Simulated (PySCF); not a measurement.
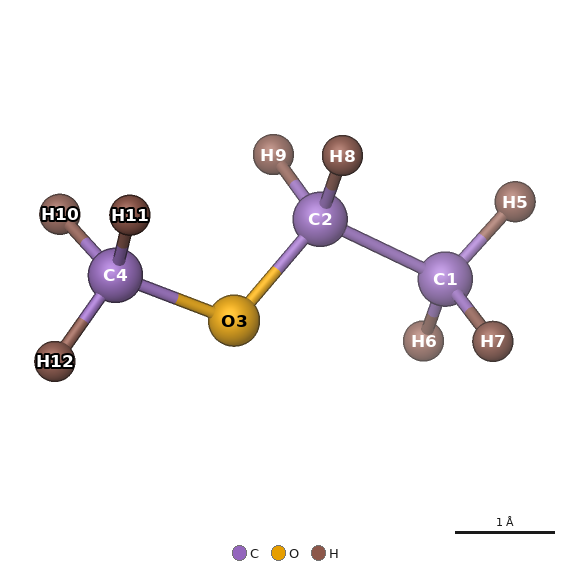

Orthographic view. Depth is shown by fading: the farther an atom, the more it takes the colour of the background. The computed structure is the end point of a PBE0-D3(BJ)/def2-SVP optimisation. No frequency run is at hand to confirm it as a minimum.

Write a MOL file (V2000) with the atoms in numerical order, bonds sorted by atom number with the orders drawn, and coordinates in the frame of the picture: x right, y up, z towards the viewer, origin at the mean position.

```
C3H8O
                    3D

 12 11  0  0  0  0  0  0  0  0999 V2000
    1.6400   -0.2300   -0.7000 C   0  0  0  0  0  0  0  0  0  0  0  0
    0.3700    0.3800   -0.1600 C   0  0  0  0  0  0  0  0  0  0  0  0
   -0.5100   -0.6500    0.2100 O   0  0  0  0  0  0  0  0  0  0  0  0
   -1.7100   -0.1900    0.7300 C   0  0  0  0  0  0  0  0  0  0  0  0
    2.3500    0.5600   -1.0100 H   0  0  0  0  0  0  0  0  0  0  0  0
    1.4200   -0.8600   -1.5800 H   0  0  0  0  0  0  0  0  0  0  0  0
    2.1200   -0.8600    0.0600 H   0  0  0  0  0  0  0  0  0  0  0  0
    0.5900    1.0300    0.7200 H   0  0  0  0  0  0  0  0  0  0  0  0
   -0.1100    1.0400   -0.9200 H   0  0  0  0  0  0  0  0  0  0  0  0
   -2.2700    0.4300    0.0100 H   0  0  0  0  0  0  0  0  0  0  0  0
   -1.5600    0.4200    1.6500 H   0  0  0  0  0  0  0  0  0  0  0  0
   -2.3200   -1.0600    1.0000 H   0  0  0  0  0  0  0  0  0  0  0  0
  1  2  1  0
  1  5  1  0
  1  6  1  0
  1  7  1  0
  2  3  1  0
  2  8  1  0
  2  9  1  0
  3  4  1  0
  4 10  1  0
  4 11  1  0
  4 12  1  0
M  END
```
